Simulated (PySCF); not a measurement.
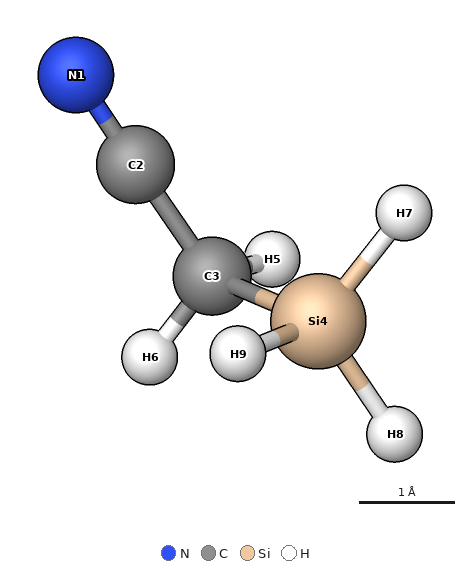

Fig. 1: The structure as given in the input (ball-and-stick view, seen at a tilt; atoms are numbered from 1 in the order of the input). Bond lengths as drawn: C–C 1.45 Å, C–H 1.10 Å, C–N 1.16 Å, C–Si 1.91 Å and H–Si 1.49 Å.

**Run report: C₂H₅NSi, excited-state calculation**

The run: excited-state calculation of C₂H₅NSi. Method and program: TDDFT LDA/def2-SVPD, vertical, gas phase, core orbitals frozen in the response (PySCF 2.14.0).

The geometry comes from this level: PBE0-D3(BJ)/def2-SVP.

Input
```
{"job": {"kind": "uv", "xc": "LDA", "basis": "def2-SVPD", "ip": true}, "charge": 0, "multiplicity": 1}
N     -1.404674     1.678507     1.193011
C     -0.993975     0.695450     0.738885
C     -0.444147    -0.512921     0.160381
Si     1.369797    -0.308213    -0.396218
H     -1.052815    -0.816273    -0.707157
H     -0.497949    -1.331351     0.897049
H      1.458888     0.790151    -1.398965
H      1.799631    -1.599768    -1.008139
H      2.220043     0.002623     0.787228
```

The first line tells a small driver script what to run in PySCF; the rest is the geometry in Å.

Hardware: 1 CPU thread, shared host.

Run as:
```bash
OMP_NUM_THREADS=1 python <driver script> task.json out
```

What the program printed
```
coarse grid: 7960 points
cycle   1  E = -420.7894790182  dE =  1.466e-01  |g| = 4.305e-01  |ddm| = 3.650e+00
cycle   2  E = -420.5516856847  dE =  2.378e-01  |g| = 1.075e+00  |ddm| = 1.876e+00
cycle   3  E = -420.8210457095  dE = -2.694e-01  |g| = 2.735e-01  |ddm| = 1.361e+00
cycle   4  E = -420.8383732652  dE = -1.733e-02  |g| = 4.630e-02  |ddm| = 2.742e-01
cycle   5  E = -420.8389365542  dE = -5.633e-04  |g| = 1.210e-02  |ddm| = 7.311e-02
cycle   6  E = -420.8389757128  dE = -3.916e-05  |g| = 3.386e-03  |ddm| = 2.092e-02
cycle   7  E = -420.8389791762  dE = -3.463e-06  |g| = 6.631e-04  |ddm| = 7.320e-03
final grid: 72200 points
cycle   8  E = -420.9085927624  dE = -1.588e-05  |g| = 2.547e-03  |ddm| = 5.742e-02
cycle   9  E = -420.9085841350  dE =  8.627e-06  |g| = 6.712e-03  |ddm| = 9.036e-03
cycle  10  E = -420.9085938472  dE = -9.712e-06  |g| = 1.608e-03  |ddm| = 6.607e-03
cycle  11  E = -420.9085944306  dE = -5.834e-07  |g| = 2.848e-04  |ddm| = 1.715e-03
cycle  12  E = -420.9085944519  dE = -2.133e-08  |g| = 5.696e-05  |ddm| = 4.266e-04
cycle  13  E = -420.9085944530  dE = -1.111e-09  |g| = 1.404e-05  |ddm| = 1.338e-04
cycle  14  E = -420.9085944531  dE = -5.878e-11  |g| = 2.650e-06  |ddm| = 2.461e-05
```

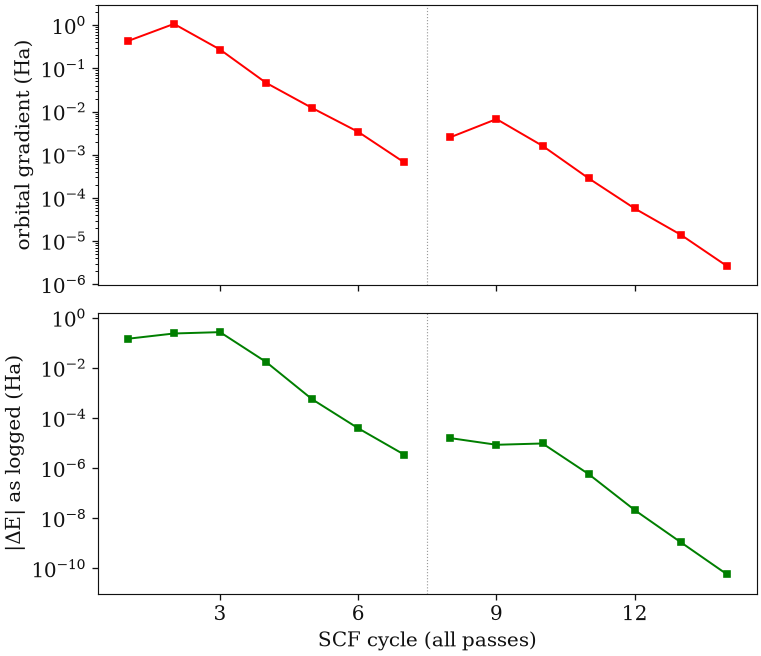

Fig. 2: Convergence of the self-consistent field: orbital gradient and size of the energy change against the SCF cycle. The dotted line marks the change from a coarse to the final integration grid. The first 7 cycles use a coarse grid, the final grid takes over at cycle 8, and the field converges after 14 cycles in all.

```
converged SCF energy = -420.9085944531

Static polarisability (au): isotropic 59.019, principal 49.176 53.736 74.145

Singlet excitations
state   eV       nm        f      main configurations
  1   6.9541    178.3   0.01085   H->L 0.94
  2   7.1891    172.5   0.00096   H->L+2 0.88, H-1->L+1 0.08
  3   7.2829    170.2   0.00165   H-1->L 0.97
  4   7.4493    166.4   0.03953   H-2->L 0.44, H->L+1 0.37, H-1->L+2 0.12
  5   7.4626    166.1   0.05652   H-2->L 0.53, H->L+1 0.28, H-1->L+2 0.12
  6   7.5623    164.0   0.00011   H-1->L+1 0.87
  7   7.7458    160.1   0.01274   H->L+3 0.96
  8   7.9485    156.0   0.00667   H-3->L 0.81, H->L+4 0.10
  9   7.9961    155.1   0.00072   H-2->L+1 0.47, H-4->L 0.43
 10   8.0358    154.3   0.02945   H-4->L 0.49, H-2->L+1 0.34

Triplet excitations (Tamm-Dancoff, eV): 6.3586 6.7413 6.8360 6.9238
Vertical ionisation energy (delta-SCF) = 12.1898 eV
```

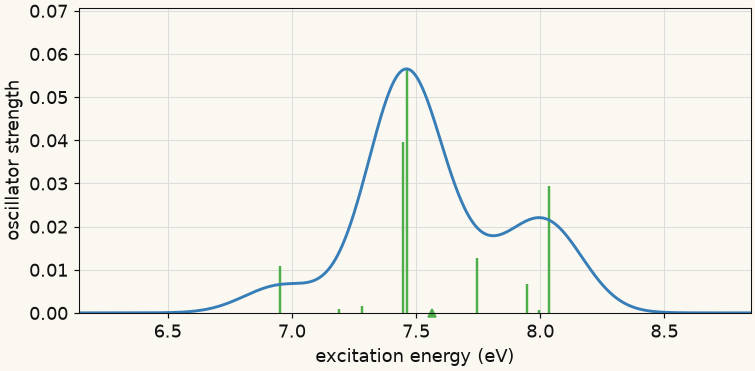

Fig. 3: Computed excitations as sticks (degenerate states added up, dark ones marked on the axis), with a Gaussian envelope of 0.35 eV full width at half maximum, scaled to the tallest. Of the 10 states the lowest lies at 6.95 eV (f = 0.011); the strongest line is at 7.46 eV, or 166 nm (f = 0.057).

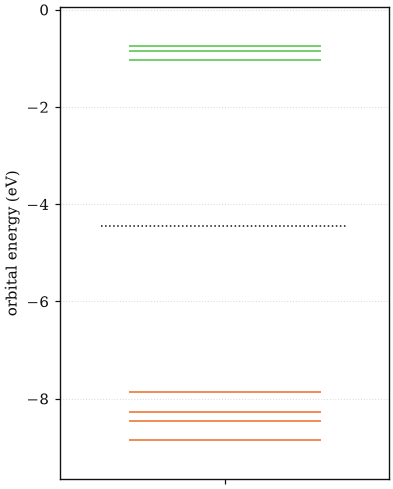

Fig. 4: Orbital energies near the frontier; the dotted line parts filled from empty levels, and levels within 0.02 eV of each other stand side by side. Highest filled −7.87 eV, lowest empty −1.03 eV, 6.84 eV apart.

Summary

```tsv
quantity	value
outcome	converged
total energy	−420.908594 hartree
HOMO	−7.87 eV
LUMO	−1.03 eV
dipole moment	4.09 D
mean polarisability	59.02 a.u.
vertical ionisation energy	12.19 eV
lowest singlet excitation	6.95 eV
wall time	45 s
peak memory	0.51 GiB
```
